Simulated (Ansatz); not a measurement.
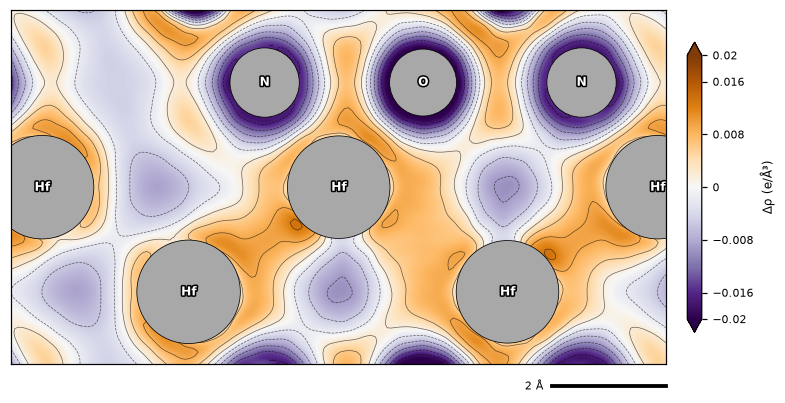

Hf4N2O. Difference of the valence pseudo-densities of two functionals at the same geometry, on the (110) plane of the calculation cell: PBE less r2SCAN.

Space group P-3m1; a generated structure, not necessarily the stable one.

Both computed with Ansatz (plane waves, PAW), on the same k-point mesh. Grey discs cover the atomic cores.

> Where does the change of functional move the electrons?

Against r2SCAN, PBE gives more density around Hf (+0.006 e/Å³ on average at 1.2 Å from the nucleus), less density around N (−0.014 e/Å³ on average at 0.8 Å from the nucleus), less density around O (−0.016 e/Å³ on average at 0.7 Å from the nucleus), less density in the space between the atoms (−0.003 e/Å³ on average) and a change of +0.008 e/Å³ at the midpoint of Hf–O.
